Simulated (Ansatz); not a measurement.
Input file:

```
crystal:
  periodic: [false, false, false]
  atoms:
    - { symbol: Ge, position_ang: [0.0, 0.0, 0.0] }
    - { symbol: O, position_ang: [1.1168, 0.0, 1.6228] }
    - { symbol: H, position_ang: [0.2072, -0.2814, 1.96] }
    - { symbol: H, position_ang: [1.7092, 0.0, 0.376] }
    - { symbol: H, position_ang: [-0.73, 1.2648, -0.5162] }
    - { symbol: H, position_ang: [-0.73, -1.2648, -0.5162] }
basis:
  gaussian: { orbitals: def2-SVP }
hamiltonian:
  xc: r2scan
relax:
  f_tol: 0.15
  max_steps: 25
  restrain:
    - { distance: [1, 3], at: 2.21, k: 30.0 }
    - { distance: [0, 1], at: 1.77, k: 30.0 }
    - { distance: [0, 3], at: 1.55, k: 30.0 }
output:
  orbitals: {}
```

Command:

```sh
ansatz run input.yaml --threads 1 --pin off --max-ram 2048MiB --backend cpu --events-out ev --progress --plain --runs-dir out
```

The fields are those of the run's last geometry, not of the input's.

Not at a stationary point (largest force 1.3 eV/Å).

The calculation used Ansatz 0.2.0, RKS r2SCAN/def2-SVP.

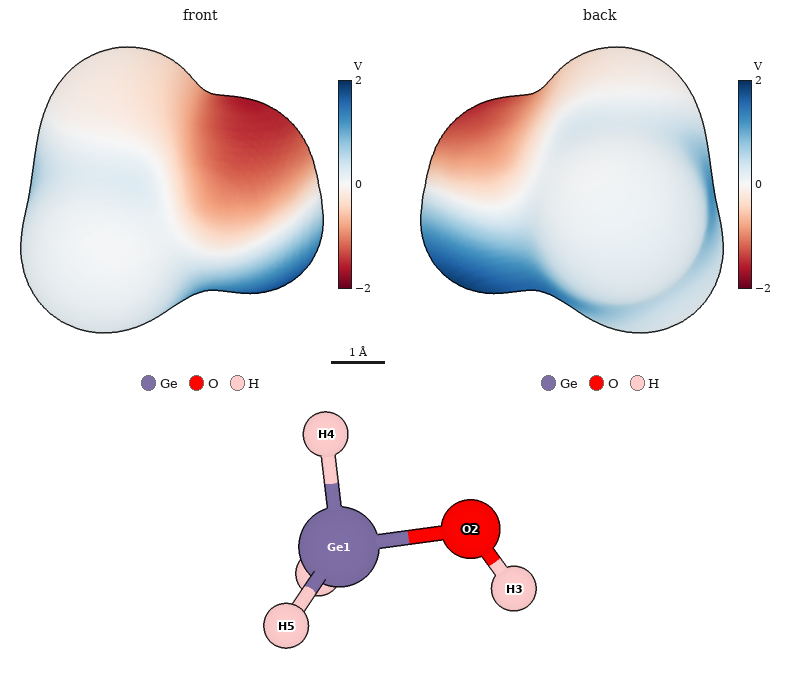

GeH₄O. The electrostatic potential painted on the density surface at 0.001 e/bohr³, seen from the front and from behind; red is negative and blue positive. The bare structure is drawn below in the same view.

> Where is the surface potential most negative and most positive?

The most negative region (about −1.6 V, or −37 kcal/mol for a unit charge) lies over O2, the most positive (about +1.8 V, or +42 kcal/mol for a unit charge) over H3. O2 is the likeliest acceptor of a hydrogen bond.
